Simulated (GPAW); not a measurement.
# RPBE/dzp (scalar-relativistic datasets) run of SiSbH5O (SMILES [SiH3][O][SbH2])

We compute energy and one-electron properties of SiSbH5O. The job is set up through an ASE script.

Program for the calculation: GPAW 26.7.0.

3 further runs of the same task are left out: 3 set aside as unsound or not needed. Runs told in other sessions of the task aren't counted.

### 1 Starting point

SiSbH5O: 8 atoms, total charge 0, spin state singlet. As SMILES, `[SiH3][O][SbH2]`. The shape comes from GFN2-xTB, which is rough for such elements, and wasn't checked as a minimum. This is one conformer, not always the lowest.

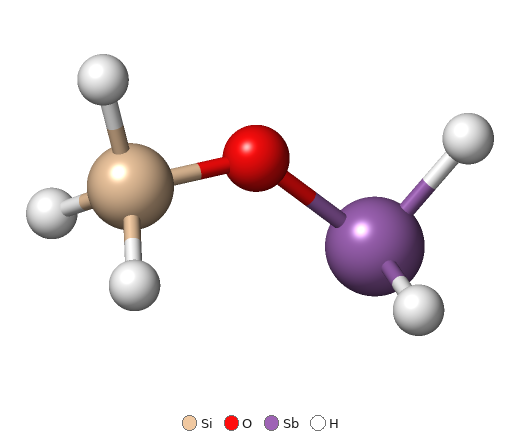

The structure, seen from a chosen angle (silicon light orange, oxygen red, antimony purple, hydrogen white).

### 2 The charge distribution at RPBE/dzp (scalar-relativistic datasets)

File h5osbsi.xyz:

```xyz
8

Si    -0.835520     1.005590    -0.399580
O      0.470650     0.274670     0.206880
Sb     1.416340    -1.413270    -0.157360
H     -1.997390     0.113810    -0.363480
H     -0.586790     1.389760    -1.792770
H     -0.960040     2.146170     0.496810
H      2.246610    -1.205140     1.308580
H      0.246140    -2.311600     0.700920
```

File run.py:

```python
import numpy as np
from ase.io import read
from ase.units import Debye
from gpaw import GPAW

atoms = read('h5osbsi.xyz')
atoms.center(vacuum=4.5)

calc = GPAW(mode='lcao', basis='dzp', h=0.2, xc='RPBE', maxiter=100, txt='-')
atoms.calc = calc

energy = atoms.get_potential_energy()
print(f'Energy: {energy:.5f} eV')
forces = atoms.get_forces()
print('Forces (eV/Ang)')
for symbol, f in zip(atoms.symbols, forces):
    print(f'{symbol:2} {f[0]:9.4f} {f[1]:9.4f} {f[2]:9.4f}')
dipole = atoms.get_dipole_moment() / Debye
print(f'Dipole: {np.linalg.norm(dipole):.3f} D')
homo, lumo = calc.get_homo_lumo()
print(f'HOMO = {homo:.3f} eV')
print(f'LUMO: {lumo:.3f} eV')
print(f'Gap: {lumo - homo:.3f} eV')
```

Run with:

```console
$ python3 -u run.py | tee run.out
```

Log:

```text
[...]
Number of symmetries: 1
[...]
  Number of IBZ points: 1
[...]
basis functions: 74
Spin-components: 1 (collinear spins)
Bands:           22
[...]
  Valence electrons: 30.0
[...]
  Grid points: [68 68 60]
  Charge: 0.0  # |e|
[...]
    cutoffs:
[...]
occupation numbers:
  # Zero width
[...]
xc functional:
  name: RPBE with 2 nearest neighbor stencil
[...]
|iter     |     time |      energy | eigst |  dens |
[...]
|iter:   1| 00:00:05 |  -33.121646 |      c|       |
[...]
|iter:   9| 00:00:11 |  -30.335792c|      c| -4.36c|
Converged in 9 steps
[...]
Energy contributions relative to reference atoms: (reference = -186286.681046)
Energy contributions:
  Kinetic:          48.466976
  Coulomb:         -47.478152
  Zero:              0.255074
  External:          0.000000
  Xc:              -31.579690
  Entropy:           0.000000
  Spinorbit:         0.000000
  ----------------------------
  Free energy:     -30.335792
  Extrapolated:    -30.335792
dipole moment: (0.163529, -0.318231, -0.149024)  # |e|*Ang
Fermi level: -3.843
Eigenvalues  # (at kpt = [0.000, 0.000, 0.000])
| band index |      eig [eV] | occ [0-2] |
|------------|---------------|-----------|
|          0 |       -33.630 |     2.000 |
|        ... |               |           |
|          7 |       -12.495 |     2.000 |
|          8 |        -9.749 |     2.000 |
|          9 |        -9.243 |     2.000 |
|         10 |        -8.939 |     2.000 |
|         11 |        -8.057 |     2.000 |
|         12 |        -7.482 |     2.000 |
|         13 |        -6.703 |     2.000 |
|         14 |        -5.956 |     2.000 |
|         15 |        -1.731 |     0.000 |
|         16 |        -0.521 |     0.000 |
[...]
Gap: 4.225 eV
Transition (v -> c):
[...]
Forces (eV/Ang)
Si   -0.4707    0.3078   -0.3710
O     1.4312   -0.0641    0.8445
Sb    0.4318   -0.5774   -0.6116
H    -0.8782   -0.3630   -0.0097
H    -0.1155    0.4089   -0.8514
H    -0.4724    0.9072    0.3580
H     0.4628   -0.0647    0.4517
H    -0.3247   -0.4900    0.1791
Dipole: 1.862 D
HOMO = -5.956 eV
LUMO: -1.731 eV
Gap: 4.225 eV
```

It took 12 s on 1 thread of Arm Neoverse V1, shared host; peak memory 0.68 GiB.

### 3 What came out

Level: RPBE/dzp (scalar-relativistic datasets).

| quantity | value |
| --- | --- |
| energy as printed (from the program's reference atoms) | -30.3358 eV |
| dipole moment | 1.86 D |
| HOMO energy | -5.96 eV |
| LUMO energy | -1.73 eV |
| HOMO–LUMO gap | 4.23 eV |
